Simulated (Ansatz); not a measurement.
# C3HF5: the cost of one run

Computed with Ansatz 0.2.0, Gaussian basis. Level: the settings change from run to run.

## Step 1: The geometry

The geometry comes from an earlier relaxation with PBE0-D4 in a triple-zeta def2 set; it is a stationary point, not always the lowest conformer.

SMILES `F/C=C(\F)C(F)(F)F`, 9 atoms, charge 0, spin multiplicity 1.

Atoms are counted from 1 here; the program's logs count them from 0.

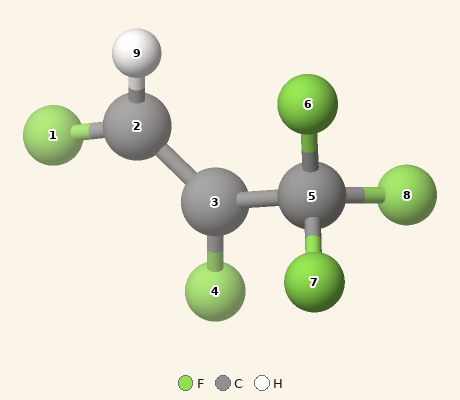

The geometry (fluorine green, carbon grey, hydrogen white); atoms are numbered from 1 in the order of the file.

## Step 2: wPBEh/ANO-RCC-VTZP

Options: multiplicity 3, atoms shaken by 0.03 Å, the search for lower states set to full.

in.yaml

```yaml
crystal:
  periodic: [false, false, false]
  atoms:
    - {symbol: F, position_ang: [0.016562, -1.577497, 2.002564]}
    - {symbol: C, position_ang: [-0.065884, -0.542763, 1.286224]}
    - {symbol: C, position_ang: [0.054672, -0.525643, -0.038864]}
    - {symbol: F, position_ang: [0.313816, -1.612444, -0.713085]}
    - {symbol: C, position_ang: [0.021763, 0.733980, -0.919898]}
    - {symbol: F, position_ang: [-0.204107, 1.733846, -0.174308]}
    - {symbol: F, position_ang: [1.174423, 0.892946, -1.537635]}
    - {symbol: F, position_ang: [-0.958604, 0.550011, -1.819786]}
    - {symbol: H, position_ang: [-0.168658, 0.377445, 1.842144]}
basis:
  gaussian: {orbitals: ANO-RCC-VTZP}
magnetization: {spin_polarized: true, initial_magnetization: 2}
hamiltonian: {xc: {name: wPBEh}}
scf: {lower_state_search: full}
```

Command:

```
$ ansatz run in.yaml --threads 8 --pin off --events-out ev --progress --plain --max-ram 18278MiB
```

Q: Estimate wall time and peak memory on 8 threads of Arm Neoverse V1, shared host.

About 36 s, with a peak of 1.6 GiB.
